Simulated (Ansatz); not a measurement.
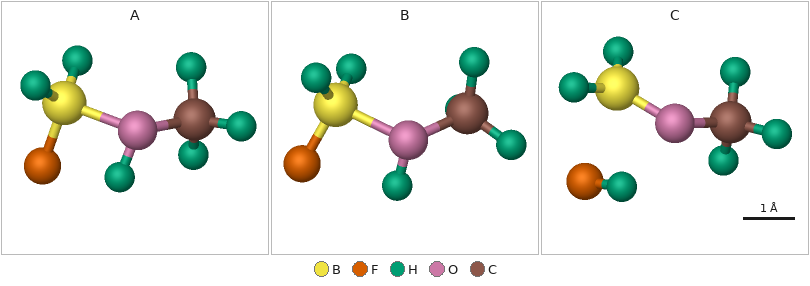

3 geometries from a converged minimum-energy path of CH₆BFO, shuffled. The picture is a ball-and-stick view, seen from a free direction.

The calculation used RKS LDA/6-31G* (Ansatz). Set-up: 7 movable images; climbing image; force threshold 0.03 eV/Å; iteration limit 60; starting path through a guess of the saddle point.

> Which of them lies highest in energy?

C. In order along the path, whose images run from 0 to 8: B (image 0, 0.00 eV), A (image 5, +0.08 eV), C (image 7, +0.67 eV). Breaking: B–F (1.39 → 2.14 Å), H–O (0.99 → 1.74 Å). Forming: F–H (1.98 → 0.97 Å).
